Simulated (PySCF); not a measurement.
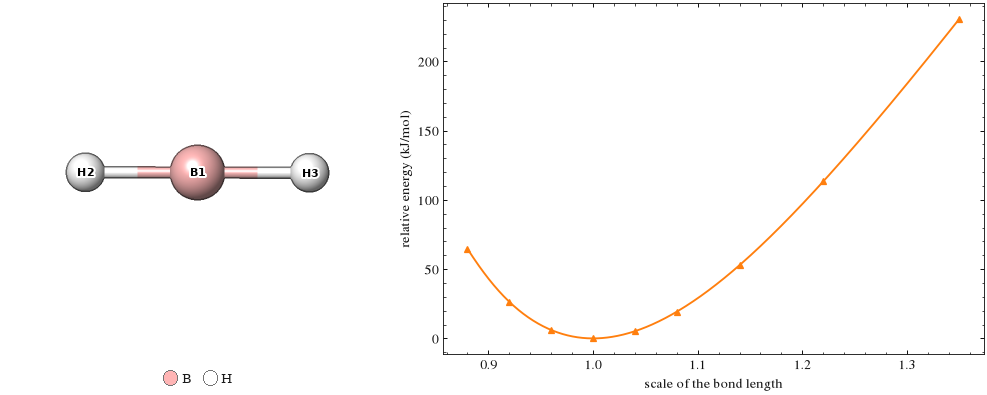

Rigid scan of BH₂⁺, singlet, from a minimum of the shape that electron-pair counting expects: all bonds to atom 1 scaled (atom 1 is the central atom). PBE0/def2-TZVP in PySCF 2.14.0, restricted determinant, no spin-orbit coupling; energies counted from the minimum. Splines pass through the computed points, which are marked.

What does it cost to go to either end of the scan?

Answer. 64.7 kJ/mol at 0.88 and 230.6 kJ/mol at 1.35.

Give the values at the computed points.

Answer. In kJ/mol:
```csv
scale of the bond length,PBE0
0.88,64.7
0.92,26.4
0.96,6.1
1.00,0.0
1.04,5.2
1.08,19.3
1.14,52.8
1.22,113.3
1.35,230.6
```
